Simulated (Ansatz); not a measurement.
# Phonon calculation, with input and output: C$_{3}$H$_{6}$GeO

System: C$_{3}$H$_{6}$GeO.
Method: RKS B3LYP-D4/def2-SVP (Ansatz 0.2.0).

It belongs to a series of runs on one base structure; here: vibrations at the highest image of the band. Figures and captions count atoms from 1; the log counts them from 0 in places.

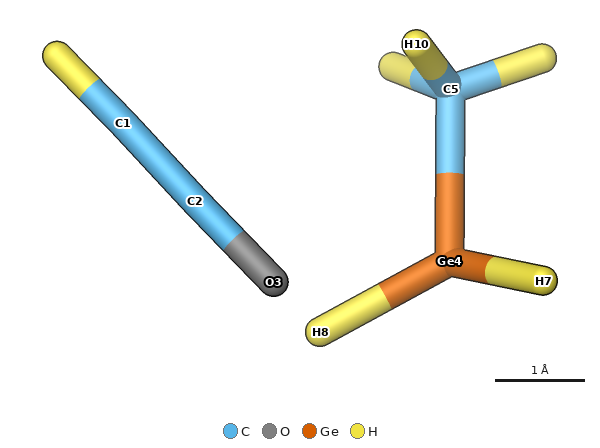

Figure 1. The structure (stick view, seen at a tilt; atoms are numbered from 1 in the order of the input). Sticks mark near contacts.

Input:
```yaml
crystal:
  periodic: [false, false, false]
  atoms:
    - { symbol: C, position_ang: [0.062901, 1.698415, 1.889534] }
    - { symbol: C, position_ang: [0.097068, 0.488209, 1.767207] }
    - { symbol: O, position_ang: [0.123432, -0.789119, 1.603937] }
    - { symbol: Ge, position_ang: [-0.429984, -1.518493, -0.523697] }
    - { symbol: C, position_ang: [0.023522, 0.06331, -1.601324] }
    - { symbol: H, position_ang: [0.051325, 2.759297, 2.037318] }
    - { symbol: H, position_ang: [0.72227, -2.54155, -0.789394] }
    - { symbol: H, position_ang: [-0.975379, -1.302888, 1.028843] }
    - { symbol: H, position_ang: [-0.772226, 0.817772, -1.558591] }
    - { symbol: H, position_ang: [0.949815, 0.495469, -1.186441] }
    - { symbol: H, position_ang: [0.212558, -0.227522, -2.646692] }
basis:
  gaussian: { orbitals: def2-SVP }
hamiltonian:
  xc: b3lyp
  dispersion: d4
phonons: {}
```

Run on 2 threads of Arm Neoverse V1, 24 GiB of memory available, shared host.

Run as:
```bash
ansatz run input.yaml --threads 2 --pin off --max-ram 3072MiB --backend cpu --events-out ev --progress --plain --runs-dir out
```

What the program printed:
```
Engine: ansatz 0.2.0, aarch64-unknown-linux-gnu
Functional definition: B3LYP
  parameter a0 = 0.2
  parameter ax = 0.72
  parameter ac = 0.81
  exchange = (1 - a0 - ax)*slater_x + ax*b88_x + a0*exact_x
  correlation = (1 - ac)*vwn_rpa_c + ac*lyp_c
1303 factors; integrals over basis functions are off by at most 3.3e-4 eV
mean field evaluation 1: about -61749.3301 eV, gradient 6.6e1 eV
mean field evaluation 2: about -61714.6291 eV, gradient 1.2e2 eV
mean field evaluation 4: about -61759.7132 eV, gradient 1.1e1 eV
mean field evaluation 8: about -61760.0172 eV, gradient 2.5e-1 eV
mean field evaluation 16: about -61760.0416 eV, gradient 1.6e-4 eV
mean field -61760.04157871 eV, -2269.6396655579 hartree, gradient 1.9e-5 eV, S^2 0.000000; 0 other end points of the search recorded, 0 dependent functions left out
the calculation of the forces begins
reference -61760.04183898 eV, -2269.6396751225 hartree; 32, 32 occupied and 86, 86 virtual orbitals, 1303 factors
these checks for a lower state are left out or cut short: stability, starts, cluster_reference, orbital_swaps, neighbouring_geometries, increment
1303 factors; integrals over basis functions are off by at most 3.3e-4 eV
mean field -61760.04158658 eV, -2269.6396658472 hartree, gradient 2.3e-6 eV, S^2 0.000000; 0 other end points of the search recorded, 0 dependent functions left out
[... from here on the field's lines of each further geometry are left out, up to the last ...]
the calculation of the forces begins
reference -61760.04173255 eV, -2269.6396712114 hartree; 32, 32 occupied and 86, 86 virtual orbitals, 1303 factors
these checks for a lower state are left out or cut short: stability, starts, cluster_reference, orbital_swaps, neighbouring_geometries, increment
1303 factors; integrals over basis functions are off by at most 3.4e-4 eV
mean field -61760.04149730 eV, -2269.6396625661 hartree, gradient 2.4e-6 eV, S^2 0.000000; 0 other end points of the search recorded, 0 dependent functions left out
the calculation of the forces begins
reference -61760.04175755 eV, -2269.6396721300 hartree; 32, 32 occupied and 86, 86 virtual orbitals, 1303 factors
WARN: phonons: modes at or below zero, which the zero-point energy, F, S and C_V leave out: 2, the lowest at -1289.96 cm⁻¹. A minimum has none, and a first-order saddle one
Total energy: -61760.39740106 eV, -2269.6527417879 hartree
Atom 0 at     0.062901     1.698415     1.889534 Å, force     0.005017     0.000427    -0.018877 eV/Å
Atom 1 at     0.097068     0.488209     1.767207 Å, force    -0.014056     0.008170     0.000855 eV/Å
Atom 2 at     0.123432    -0.789119     1.603937 Å, force     0.011507    -0.010242     0.003116 eV/Å
Atom 3 at    -0.429984    -1.518493    -0.523697 Å, force    -0.005451    -0.000005     0.008746 eV/Å
Atom 4 at     0.023522     0.063310    -1.601324 Å, force     0.009633    -0.014020    -0.008504 eV/Å
Atom 5 at     0.051325     2.759297     2.037318 Å, force     0.001446    -0.000066     0.011601 eV/Å
Atom 6 at     0.722270    -2.541550    -0.789394 Å, force     0.000781     0.001454    -0.003837 eV/Å
Atom 7 at    -0.975379    -1.302888     1.028843 Å, force    -0.002853    -0.000026     0.001999 eV/Å
Atom 8 at    -0.772226     0.817772    -1.558591 Å, force    -0.004009     0.005366     0.000607 eV/Å
Atom 9 at     0.949815     0.495469    -1.186441 Å, force    -0.003849     0.004784     0.005759 eV/Å
Atom 10 at     0.212558    -0.227522    -2.646692 Å, force     0.001834     0.004158    -0.001463 eV/Å
Dipole moment:    -0.156687    -0.111336    -0.609776 e Å
Vibrations: -1289.96 -62.62 88.02 103.16 154.29 207.56 475.73 507.38 526.96 578.06 579.38 608.60 619.17 713.95 886.31 995.01 1124.67 1240.41 1413.39 1426.53 1666.37 2035.40 2229.83 3033.34 3125.50 3167.41 3487.86 cm⁻¹, zero-point energy 1.921403 eV
```

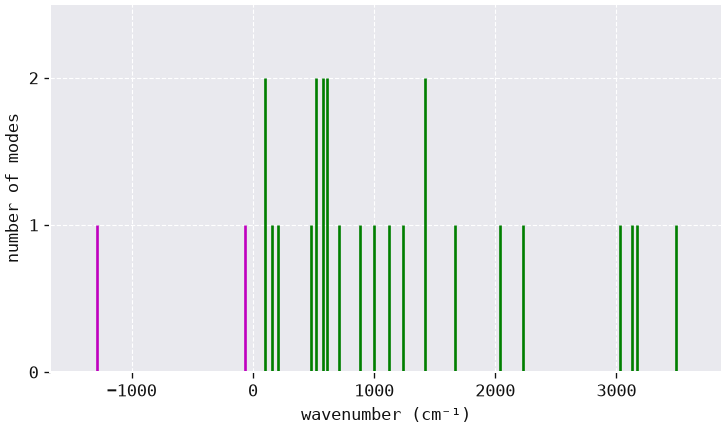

Figure 2. Harmonic vibrational wavenumbers from the force constants; neighbouring modes closer than 22 cm⁻¹ are counted in one stick, and imaginary ones are drawn at negative wavenumbers. 27 modes from 1290i to 3488 cm⁻¹, 2 imaginary beyond 8i (1290i, 63i cm⁻¹): not a minimum.

Results in brief:

- outcome: converged
- total energy: −61760.3974 eV
- mean-field energy: −61760.0418 eV
- largest force (length of the vector): 0.020 eV/Å
- wall time: 2.8 min (CPU time 5.3 min)
- peak memory: 0.29 GiB
